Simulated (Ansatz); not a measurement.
The relaxed structure here is a generated cell of InP: the first start was made by placing the elements on the sites of a structure type, and the end was not matched to a known phase here, so it may be hypothetical. Known forms of InP include space group No. 216.

A relaxed structure of InP. Space group R-3m (No. 166). Method: PBE (plane waves to 420 eV, PAW, scalar-relativistic; Ansatz, a quantum-chemistry and plane-wave program).

Space group R-3m, hexagonal axes (No. 166); a = 4.2013 Å, b = 4.2013 Å, c = 20.9665 Å, α = 90.00°, β = 90.00°, γ = 120.00°

```tsv
atom	site	symmetry	x	y	z
In	6c	3m	0.0000	0.0000	0.4323
P	6c	3m	0.0000	0.0000	0.0529
```
(The calculation used a cell of 4 atoms; values per cell refer to that cell.)

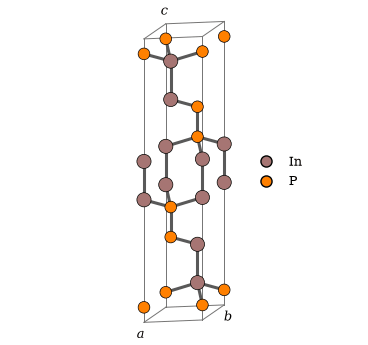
*The conventional cell of the relaxed structure*

| Property | Value |
|---|---|
| Volume per atom | 26.71 Å³ |
| Density | 4.53 g/cm³ |
| Band gap | 0.43 eV, direct at Γ (no spin-orbit coupling) |
| Shortest distances | P–P 2.22 Å; In–P 2.61 Å; In–In 2.84 Å |
| k-mesh | 9×9×9 |

Band energies at high-symmetry points (eV from the VBM; labels of this space group; no spin-orbit coupling), from −5 eV up to 1.3 eV:

```tsv
point	energies
Γ	-1.96 -1.96 -0.75 0.00 0.00 0.43 0.73
T	-4.89 -3.68 -1.90 -1.90 -0.18 -0.18 0.50
H2	-3.80 -3.58 -3.00 -0.91
H0	-3.80 -3.58 -3.00 -0.91
L	-4.77 -4.15 -2.78 -2.38 -1.43
S0	-3.88 -3.45 -3.13 -0.95
S2	-3.88 -3.45 -3.13 -0.95
F	-3.68 -2.95 -1.06 -0.41 0.62
```

No spin polarisation in the result.

The run could not lose the symmetry of its start: the end is stationary, and may be a saddle point rather than a minimum.

It was reached from a disturbed copy of a F-43m (No. 216) cell (zinc blende type), against which it lies +0.104 eV/atom.
